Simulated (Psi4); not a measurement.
# C2ClF3 (chlorotrifluoroethylene): TPSSh/cc-pVDZ

Aim: the energy change on altering one bond length of C2ClF3 (chlorotrifluoroethylene) at TPSSh/cc-pVDZ, from 2 runs. 

The results are computed with Psi4 1.11.

2 further runs of the same task are left out: 2 set aside as unsound or not needed.

### 1 The structure to begin with

C2ClF3: 6 atoms, total charge 0, spin state singlet. As SMILES, `FC(F)=C(F)Cl`. The shape is that of a PBE0-D4/def2-TZVP optimisation.

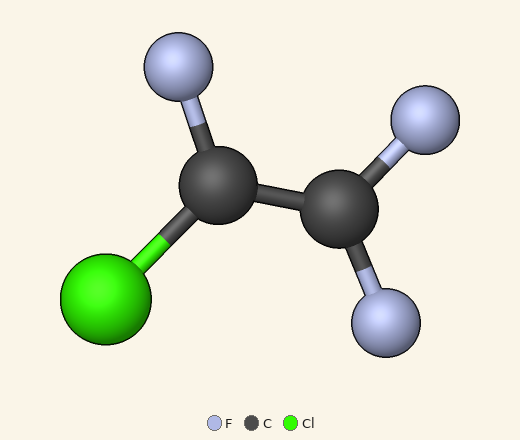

Viewed from a chosen angle; fluorine light blue, carbon dark grey, chlorine green.

### 2 Energy and forces at TPSSh/cc-pVDZ

The input, calc.dat:

```
memory 2200 mb

molecule molecule1 {
  0 1
  F
  C 1 r2
  F 2 r3 1 a3
  C 2 r4 3 a4 1 d4
  F 4 r5 2 a5 3 d5
  Cl 4 r6 2 a6 3 d6

  r2 = 1.308474
  r3 = 1.306727
  a3 = 112.56842
  r4 = 1.324154
  a4 = 124.08591
  d4 = 179.99759
  r5 = 1.324339
  a5 = 120.28642
  d5 = -179.99774
  r6 = 1.6928
  a6 = 123.92182
  d6 = -0.00394
  symmetry c1
}

set {
  basis                cc-pVDZ
  puream               true
  e_convergence        1e-09
  d_convergence        1e-08
  scf_type             pk
  dft_radial_points    99
  dft_spherical_points 590
}

result, w = gradient("tpssh", return_wfn=True)
oeprop(w, "LOWDIN_CHARGES", "MULLIKEN_CHARGES", "MAYER_INDICES")
print_variables()
```

On the command line:

```sh
$ psi4 -n 1 calc.dat calc.out
```

calc.out:

```text
[...]
  Running in c1 symmetry.
[...]
  Nuclear repulsion =  295.745219132452348
[...]
  Multiplicity = 1
[...]
  Nalpha       = 28
  Nbeta        = 28
[...]
    Number of basis functions: 88
[...]
   @RKS iter   1:  -835.85257658464889    7.54226e-02   4.29087e-03 DIIS/ADIIS
[...]
   @RKS iter  11:  -835.91424143524580   -4.12683e-11   8.92476e-09 DIIS
[...]
    Orbital Energies [Eh]
    ---------------------
    Doubly Occupied:
       1A   -101.421337     2A    -24.673894     3A    -24.672260
       4A    -24.658420     5A    -10.301618     6A    -10.265802
       7A     -9.413510     8A     -7.162760     9A     -7.151410
      10A     -7.151264    11A     -1.288888    12A     -1.241891
      13A     -1.229192    14A     -0.885741    15A     -0.762318
      16A     -0.629628    17A     -0.581448    18A     -0.568620
      19A     -0.525548    20A     -0.500735    21A     -0.465039
      22A     -0.448475    23A     -0.435827    24A     -0.418191
      25A     -0.396510    26A     -0.355684    27A     -0.335148
      28A     -0.236327
[...]
  @RKS Final Energy:  -835.91424143524580
   => Energetics <=
    Nuclear Repulsion Energy =            295.7452191324523483
    One-Electron Energy =               -1743.4568352344765572
    Two-Electron Energy =                 675.5482071866193792
    DFT Exchange-Correlation Energy =     -63.7508325198409338
    Empirical Dispersion Energy =           0.0000000000000000
    VV10 Nonlocal Energy =                  0.0000000000000000
    Total Energy =                       -835.9142414352457990
[...]
 Multipole Moments:
 ------------------------------------------------------------------------------------
     Multipole            Electronic (a.u.)      Nuclear  (a.u.)        Total (a.u.)
 ------------------------------------------------------------------------------------
 L = 1.  Multiply by 2.5417464519 to convert [e a0] to [Debye]
 Dipole X            :          0.0000388           -0.0000337            0.0000051
 Dipole Y            :         -0.4195251            0.3110071           -0.1085180
 Dipole Z            :         -0.9625364            1.0201829            0.0576465
 Magnitude           :                                                    0.1228791
[...]
  -Total Gradient:
     Atom            X                  Y                   Z
    ------   -----------------  -----------------  -----------------
       1       -0.000002874233    -0.000445376935     0.016046619487
       2        0.000002881672    -0.001004363323    -0.001954403172
       3       -0.000001183793     0.014804206816    -0.006531876183
       4        0.000004020904     0.000237306563     0.000816766723
       5       -0.000001348696    -0.013814809053     0.006283955878
       6       -0.000001454172     0.000208341503    -0.014633101131
[...]
  Mulliken Charges: (a.u.)
   Center  Symbol    Alpha    Beta     Spin     Total
       1     F     4.55830  4.55830  0.00000 -0.11660
       2     C     2.82264  2.82264  0.00000  0.35473
       3     F     4.55564  4.55564  0.00000 -0.11129
       4     C     2.98803  2.98803  0.00000  0.02394
       5     F     4.56451  4.56451  0.00000 -0.12903
       6    CL     8.51087  8.51087  0.00000 -0.02175
   Total alpha = 28.00000, Total beta = 28.00000, Total charge =  0.00000
  Lowdin Charges: (a.u.)
   Center  Symbol    Alpha    Beta     Spin     Total
[...]
```

Wall time 33 s (1 thread of AMD EPYC 9R45 (Zen 5), shared host); peak memory 1.3 GiB.

### 3 The distorted shape at the same level

The input, c2clf3.json:

```json
{
 "schema_name": "qcschema_input",
 "schema_version": 1,
 "molecule": {
  "schema_name": "qcschema_molecule",
  "schema_version": 2,
  "symbols": ["F", "C", "F", "C", "F", "Cl"],
  "geometry": [1.10653858, -3.16919354, 0.41182046, -0.48035893, -1.285798, 0.6322948, -2.53367865, -1.9143776, 1.8515083, -0.03840868, 0.99982575, -0.28533731, 2.41609044, 1.55331708, -1.68257435, -2.07105479, 3.45526028, -0.01639148],
  "molecular_charge": 0,
  "molecular_multiplicity": 1,
  "fix_symmetry": "c1"
 },
 "driver": "gradient",
 "model": {
  "method": "tpssh",
  "basis": "cc-pVDZ"
 },
 "keywords": {
  "puream": true,
  "e_convergence": 1e-09,
  "d_convergence": 1e-08,
  "scf_type": "pk",
  "dft_radial_points": 99,
  "dft_spherical_points": 590,
  "scf_properties": ["MULLIKEN_CHARGES", "LOWDIN_CHARGES", "DIPOLE"]
 }
}
```

On the command line:

```sh
$ psi4 --qcschema c2clf3.json -n 1 --memory 2200MB
```

stdout (excerpt; [...] marks lines left out):

```text
[...]
  Running in c1 symmetry.
[...]
  Nuclear repulsion =  288.950452641505080
[...]
  Multiplicity = 1
[...]
  Nalpha       = 28
  Nbeta        = 28
[...]
    Number of basis functions: 88
[...]
   @RKS iter   1:  -835.83657957256150   -1.28363e-01   4.27145e-03 ADIIS/DIIS
[...]
   @RKS iter  12:  -835.89736766790861    0.00000e+00   5.01591e-09 DIIS
[...]
  @RKS Final Energy:  -835.89736766790861
   => Energetics <=
    Nuclear Repulsion Energy =            288.9504526415050805
    One-Electron Energy =               -1729.9559039757896244
    Two-Electron Energy =                 668.7733008581468539
    DFT Exchange-Correlation Energy =     -63.6652171917708927
    Empirical Dispersion Energy =           0.0000000000000000
    VV10 Nonlocal Energy =                  0.0000000000000000
    Total Energy =                       -835.8973676679086111
[...]
 Multipole Moments:
 ------------------------------------------------------------------------------------
     Multipole            Electronic (a.u.)      Nuclear  (a.u.)        Total (a.u.)
 ------------------------------------------------------------------------------------
 L = 1.  Multiply by 2.5417464519 to convert [e a0] to [Debye]
 Dipole X            :          0.1021028           -0.5135108           -0.4114080
 Dipole Y            :         -1.0512533            0.9486434           -0.1026099
 Dipole Z            :          0.2692095           -0.0320281            0.2371814
 Magnitude           :                                                    0.4858398
[...]
  Mulliken Charges: (a.u.)
   Center  Symbol    Alpha    Beta     Spin     Total
       1     F     4.55365  4.55365  0.00000 -0.10731
       2     C     2.79368  2.79368  0.00000  0.41263
       3     F     4.55134  4.55134  0.00000 -0.10268
[...]
  -Total Gradient:
     Atom            X                  Y                   Z
    ------   -----------------  -----------------  -----------------
       1       -0.006639533650     0.009291502403     0.000488963164
       2       -0.012323026242     0.002014434184     0.005558324250
       3        0.010592071290     0.001508410983    -0.005762411337
       4       -0.060821322552    -0.026021593783     0.038376696916
       5        0.070613112327     0.018140482553    -0.040873478687
       6       -0.001443190977    -0.004909084512     0.002215542958
[...]
```

The result, in JSON:

```text
{
 "driver": "gradient",
 "model": {
  "method": "tpssh",
  "basis": "cc-pVDZ"
 },
 "success": true,
 "return_result": [-0.006639533649537399, 0.009291502403364571, 0.0004889631644305961, -0.012323026241670212, 0.002014434184324773, 0.005558324249889758, 0.010592071289516392, 0.0015084109833698595, -0.0057624113366598895, -0.06082132255154162, -0.026021593782622393, 0.03837669691634623, 0.07061311232736409, 0.01814048255286453, -0.04087347868692365, -0.0014431909770515616, -0.0049090845117341075, 0.0022155429578831747],
 "properties": {
  "calcinfo_nbasis": 88,
  "calcinfo_nmo": 88,
  "calcinfo_nalpha": 28,
  "calcinfo_nbeta": 28,
  "calcinfo_natom": 6,
  "nuclear_repulsion_energy": 288.9504526415051,
  "return_energy": -835.8973676679086,
  "return_gradient": [-0.006639533649537399, 0.009291502403364571, 0.0004889631644305961, -0.012323026241670212, 0.002014434184324773, 0.005558324249889758, 0.010592071289516392, 0.0015084109833698595, -0.0057624113366598895, -0.06082132255154162, -0.026021593782622393, 0.03837669691634623, 0.07061311232736409, 0.01814048255286453, -0.04087347868692365, -0.0014431909770515616, -0.0049090845117341075, 0.0022155429578831747],
  "scf_one_electron_energy": -1729.9559039757896,
  "scf_two_electron_energy": 668.7733008581469,
  "scf_xc_energy": -63.66521719177089,
  "scf_dipole_moment": [-0.4114079921948486, -0.10260987033160185, 0.23718143765228783],
  "scf_total_energy": -835.8973676679086,
  "scf_total_gradient": [-0.006639533649537399, 0.009291502403364571, 0.0004889631644305961, -0.012323026241670212, 0.002014434184324773, 0.005558324249889758, 0.010592071289516392, 0.0015084109833698595, -0.0057624113366598895, -0.06082132255154162, -0.026021593782622393, 0.03837669691634623, 0.07061311232736409, 0.01814048255286453, -0.04087347868692365, -0.0014431909770515616, -0.0049090845117341075, 0.0022155429578831747],
  "scf_iterations": 12
 }
}
```

Wall time 30 s (1 thread of AMD EPYC 9R45 (Zen 5), shared host); peak memory 1.3 GiB.

### 4 Outcome

Level: TPSSh/cc-pVDZ.

| quantity | value |
| --- | --- |
| first shape: total energy | -835.91424 Eh |
| first shape: dipole moment | 0.31 D |
| first shape: HOMO energy | -6.43 eV |
| first shape: LUMO energy | 0.11 eV |
| first shape: HOMO–LUMO gap | 6.54 eV |
| first shape: largest force on an atom | 0.832 eV/Å |
| distorted shape: total energy | -835.89737 Eh |
| distorted shape: dipole moment | 1.23 D |
| distorted shape: HOMO energy | -6.83 eV |
| distorted shape: LUMO energy | -0.70 eV |
| distorted shape: HOMO–LUMO gap | 6.14 eV |
| distorted shape: largest force on an atom | 4.298 eV/Å |
| energy change with the C4–F5 bond stretched from 1.324 to 1.523 Å | 0.459 eV |

What this shows: With the C4–F5 bond stretched from 1.324 to 1.523 Å the energy rises by 0.46 eV (44.3 kJ/mol). The first shape isn't relaxed at this level, so the change isn't measured from a minimum. The largest force (first shape) is 0.83 eV/Å: the shape isn't a stationary point for this species at this level.
